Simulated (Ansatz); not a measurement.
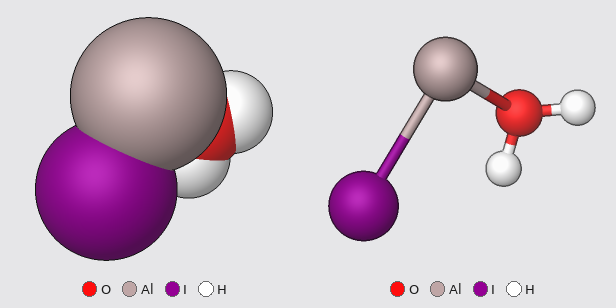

Two views of one molecule.

Computed geometry: PBE0-D4/def2-TZVP optimisation. No frequency run is at hand to confirm it as a minimum.

What does the picture show?

Formula AlH2IO. The point group is C1. Coordination, clear cases only: 1 Al bent.

More results for the same structure follow; atom numbers are the same in all pictures, views and colours differ.

Shape

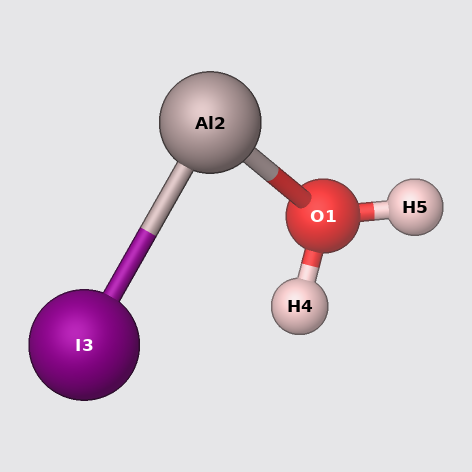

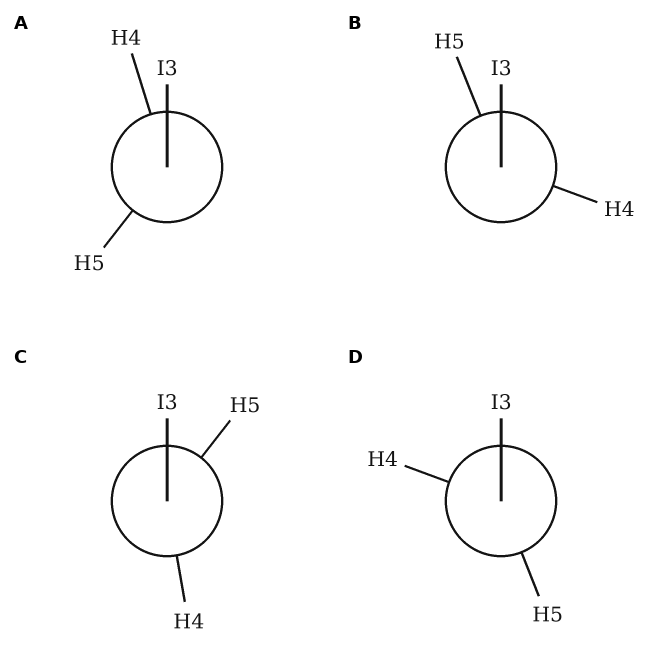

Depth is shown by fading: the farther an atom, the more it takes the colour of the background. Bonds that would overlap in a projection are set slightly apart. No frequency run is at hand to confirm it as a minimum.

Which Newman projection shows the view along Al2–O1, with Al2 in front?

A. The torsion angle I3–Al2–O1–H4 is −10°, synperiplanar (eclipsed).

Dipole moment

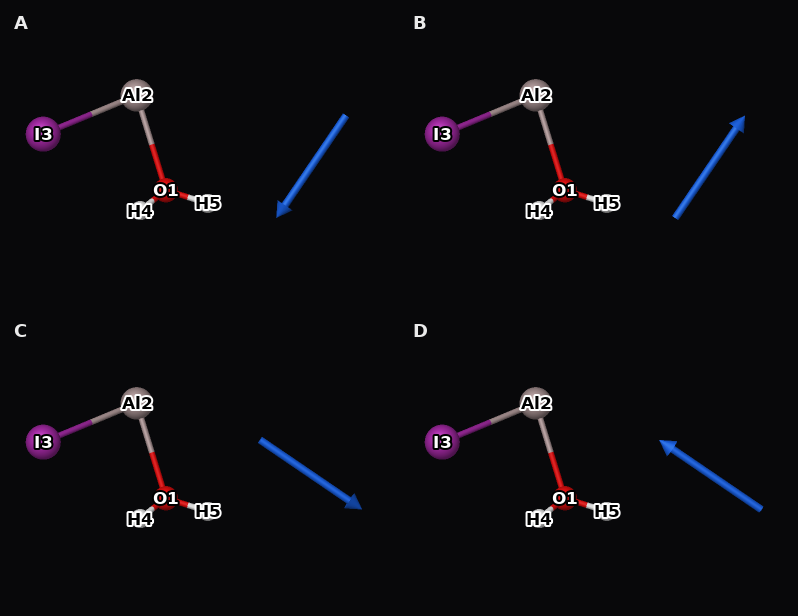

The same molecule four times, each with an arrow. No frequency run is at hand to confirm it as a minimum. Level of theory: RKS PBE0-D4/def2-TZVP, core potentials on I (Ansatz 0.2.0).

Which arrow points along the dipole moment, from the negative to the positive end?

C. The dipole moment is 4.58 D; it points from the side of I3 to the side of H5 (the outermost atoms at the two ends).

Electronic properties

No frequency run is at hand to confirm it as a minimum. Level of theory: RKS PBE0-D4/def2-TZVPP, core potentials on I (Ansatz 0.2.0).

Give the HOMO energy (Kohn–Sham orbital) at this level.

−5.99 eV.

Give the HOMO–LUMO gap at this level.

4.57 eV.

Charges

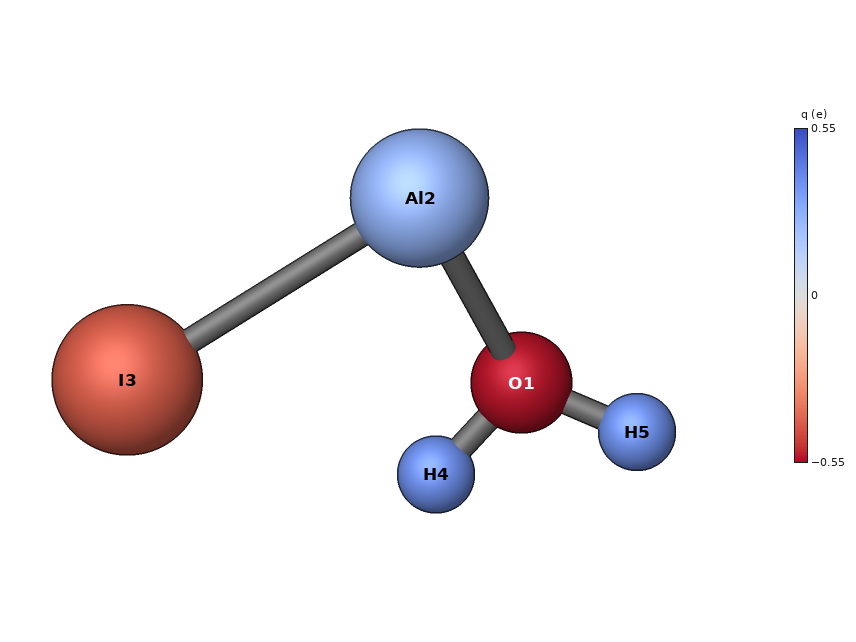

Atoms are coloured by their Mulliken charges. No frequency run is at hand to confirm it as a minimum. Method: RKS PBE0-D4/def2-TZVP, core potentials on I (Ansatz 0.2.0).

Which atom carries the highest charge (most positive or least negative)?

H4, H5 (0.35 e).

And the lowest?

O1 (−0.53 e).

Give the Mulliken charges atom by atom.

```json
{"atom": "O1", "value (e)": "−0.53"}
{"atom": "Al2", "value (e)": "0.24"}
{"atom": "I3", "value (e)": "−0.41"}
{"atom": "H4", "value (e)": "0.35"}
{"atom": "H5", "value (e)": "0.35"}
```

Mulliken values depend strongly on the basis set and can even reverse the polarity of a bond.
